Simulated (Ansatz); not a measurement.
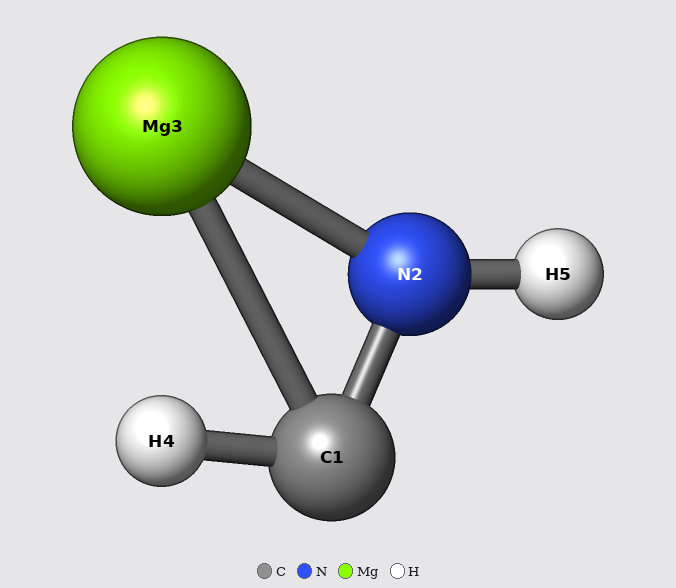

Charge 0, doublet. Computed geometry: PBE0-D4/def2-TZVP optimisation. No frequency run is at hand to confirm it as a minimum.

List the bonds and their lengths.

```json
{"bond": "C1–N2", "length (Å)": "1.304"}
{"bond": "C1–Mg3", "length (Å)": "2.472"}
{"bond": "C1–H4", "length (Å)": "1.170"}
{"bond": "N2–Mg3", "length (Å)": "1.964"}
{"bond": "N2–H5", "length (Å)": "1.013"}
```
